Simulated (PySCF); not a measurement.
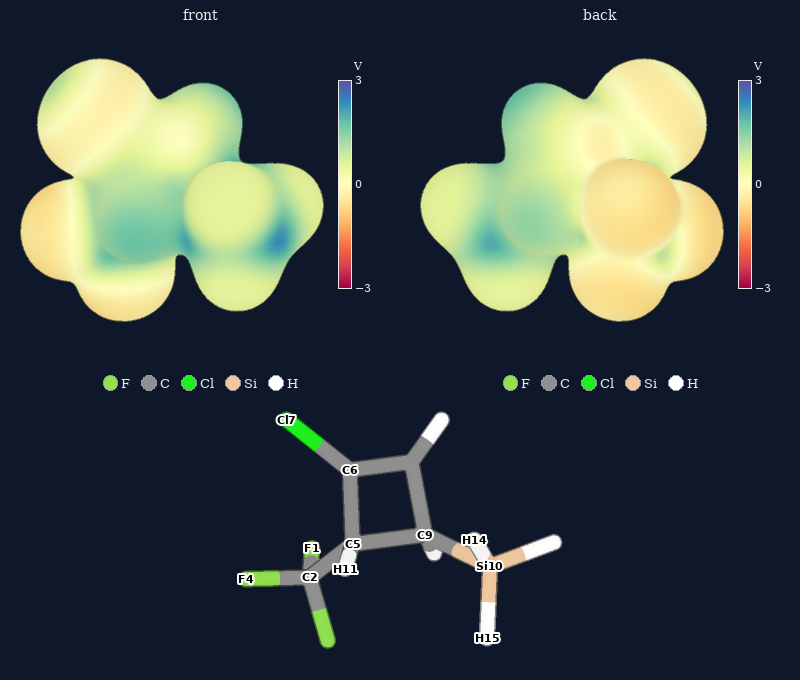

The picture shows: C₅H₆ClF₃Si. The electrostatic potential painted on the density surface at 0.004 e/bohr³, seen from the front and from behind; red is negative and blue positive. The bare structure is drawn below in the same view.

Geometry: GFN2-xTB.

Level of theory: PBE0/pcSseg-1, SCF density, gas phase, non-relativistic in PySCF.

```xyz
16

F    -2.1632   -0.0991   -1.2568
C    -1.6620   -0.9880   -0.3895
F    -1.1549   -1.9918   -1.1298
F    -2.7022   -1.5026    0.2803
C    -0.6142   -0.3954    0.5257
C    -0.9453    0.9615    1.0952
Cl   -2.1508    1.3913    2.2174
C     0.0146    1.6020    0.4297
C     0.5315    0.3472   -0.2229
Si    2.2983   -0.1876    0.2629
H    -0.3146   -1.1631    1.2409
H     0.3339    2.6237    0.3774
H     0.3984    0.3367   -1.3058
H     2.3860   -0.1601    1.7219
H     2.5114   -1.5365   -0.2568
H     3.2254    0.7709   -0.3337
```

Q: Where is the surface potential most negative and most positive?

A: The most negative region (about −0.7 V) lies over F1, F3 and F4, the most positive (about +2.1 V) over Si10. Cl7 shows a σ-hole: about +1.0 V at the tip opposite its bond, against about −0.3 V on its flanks.
